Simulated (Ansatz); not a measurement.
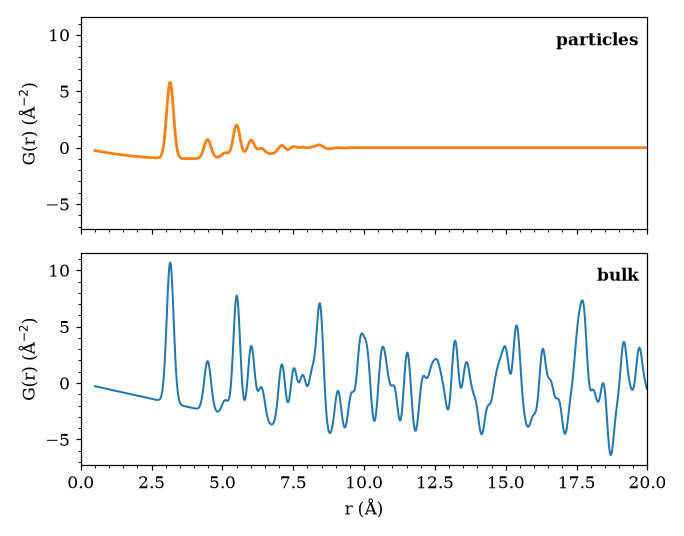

Computed X-ray G(r), with each pair weighted by the product of the atomic numbers (X-ray weights at Q = 0) and a uniform peak width σ = 0.12 Å, for spherical particles of Zr with the bulk structure: the bulk G(r) is multiplied by the envelope of a sphere of diameter D, 1 − 3r/2D + r³/2D³, with no surface relaxation. The number density is 0.0445 atoms per Å³. Basis of the simulation: the input geometry of an electronic-structure calculation (not necessarily at equilibrium).

Q: How large are the particles?

A: About 10 Å (1.0 nm): the signal is half of the bulk amplitude at r ≈ 3.5 Å and vanishes at r = D, fading from view somewhat earlier.

Q: Roughly how many atoms does one particle hold?

A: About 23 (number density 0.0445 Å⁻³ times πD³/6).
